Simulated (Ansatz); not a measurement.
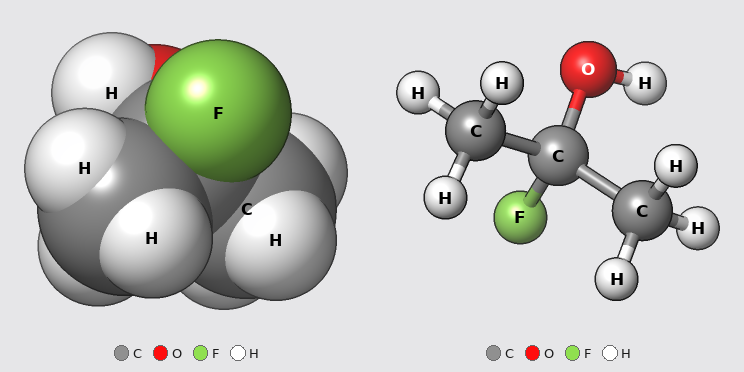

Both panels show the same species.

Computed geometry: PBE0-D4/def2-TZVP optimisation.

**Give the formula.**

C3H7FO, 12 atoms: 3 carbon, 7 hydrogen, 1 fluorine and 1 oxygen.

**How many bonds of each kind are drawn?**

6 C–H, 2 C–C, 1 C–O, 1 C–F, 1 O–H.

More results for the same structure follow; atom numbers are the same in all pictures, views and colours differ.

**Symmetry**

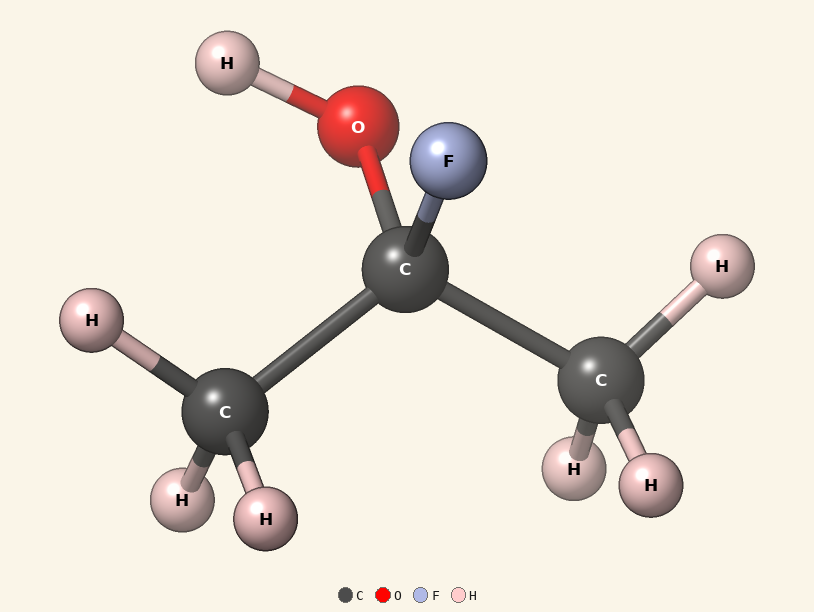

Atoms fade into the background with distance from the viewer.

**List the symmetry elements and name the point group.**

It has no symmetry element but the identity, so the point group is C1. The group has 1 operation. The geometry is chiral, and symmetry allows a dipole moment.

**Electronic properties**

Method: RKS r2SCANh-D4/def2-TZVPP (Ansatz 0.2.0).

Computed properties:

- HOMO energy (Kohn–Sham orbital): −8.09 eV
- LUMO energy (Kohn–Sham orbital): 1.10 eV
- HOMO–LUMO gap: 9.19 eV
- dispersion correction: −4.8 kJ/mol

**Vibrations**

Harmonic vibrations computed with RKS PBE0-D4/def2-TZVP (Ansatz 0.2.0) at a stationary point of the same level.

**List the wavenumbers.**

30 modes: 209, 255, 321, 353, 381, 439, 511, 541, 792, 902, 932, 1004, 1015, 1145, 1198, 1282, 1371, 1409, 1431, 1467, 1478, 1489, 1497, 3059, 3075, 3139, 3155, 3162, 3165, 3841 cm⁻¹.

**Charges**

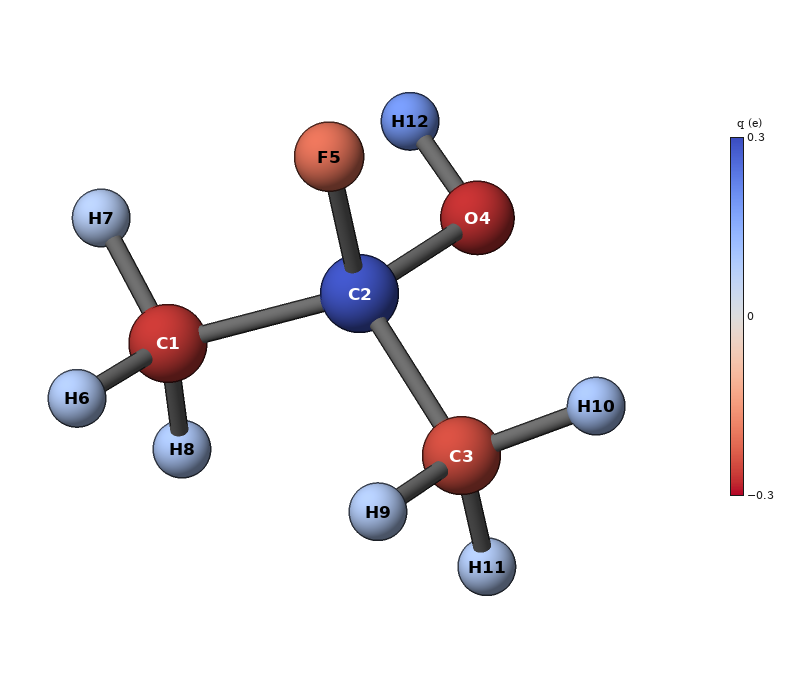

Atoms are coloured by their Mulliken charges. Level of theory: RKS PBE-D4/def2-TZVPP (Ansatz 0.2.0).

List the Mulliken charges.

| atom | value (e) |
| --- | --- |
| C1 | −0.26 |
| C2 | 0.29 |
| C3 | −0.24 |
| O4 | −0.27 |
| F5 | −0.20 |
| H6 | 0.08 |
| H7 | 0.07 |
| H8 | 0.09 |
| H9 | 0.08 |
| H10 | 0.10 |
| H11 | 0.08 |
| H12 | 0.19 |

**Thermal motion**

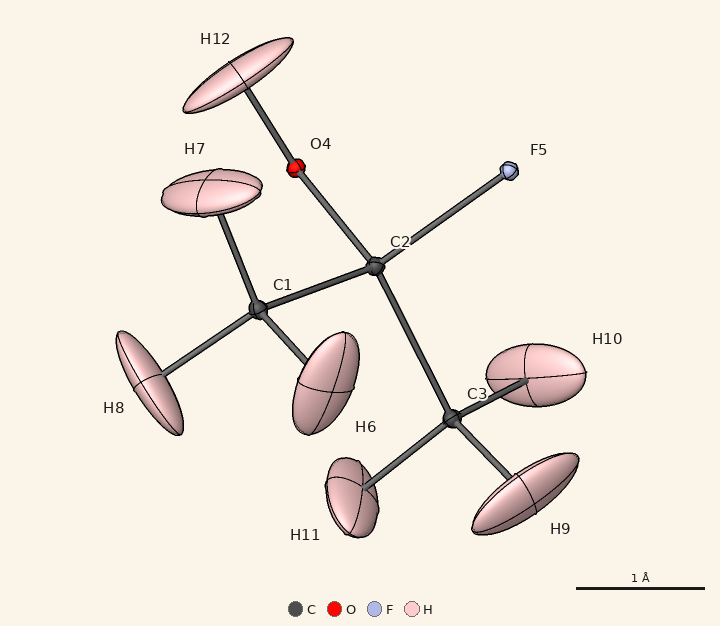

Displacement ellipsoids at the 50 % level, from the internal vibrations of the free molecule (harmonic, no overall translation or rotation; no half-axis is drawn under 0.075 Å). Vibrations computed with RKS PBE0-D4/def2-TZVP (Ansatz 0.2.0). Temperature: 600 K.

**Which atom moves most?**

H11, with U_eq = 0.0485 Å².

**Does H12 move more along its bond or across it?**

Across it: the root-mean-square amplitude is 0.079 Å along the bond and up to 0.330 Å across, since bending and torsion are softer than stretching.

Give the displacement parameters, one line for each set of equivalent atoms.

| atom | U_eq (Å²) | rms amplitudes (Å) |
| --- | --- | --- |
| C1 | 0.0024 | 0.047, 0.048, 0.053 |
| C2 | 0.0017 | 0.038, 0.040, 0.044 |
| C3 | 0.0024 | 0.045, 0.048, 0.052 |
| O4 | 0.0021 | 0.041, 0.047, 0.049 |
| F5 | 0.0020 | 0.041, 0.045, 0.048 |
| H6 | 0.0421 | 0.083, 0.161, 0.306 |
| H7 | 0.0417 | 0.086, 0.161, 0.303 |
| H8 | 0.0426 | 0.083, 0.161, 0.308 |
| H9 | 0.0473 | 0.083, 0.160, 0.331 |
| H10 | 0.0468 | 0.085, 0.161, 0.327 |
| H11 | 0.0485 | 0.084, 0.161, 0.336 |
| H12 | 0.0450 | 0.077, 0.141, 0.330 |

Mulliken values depend strongly on the basis set and can even reverse the polarity of a bond.
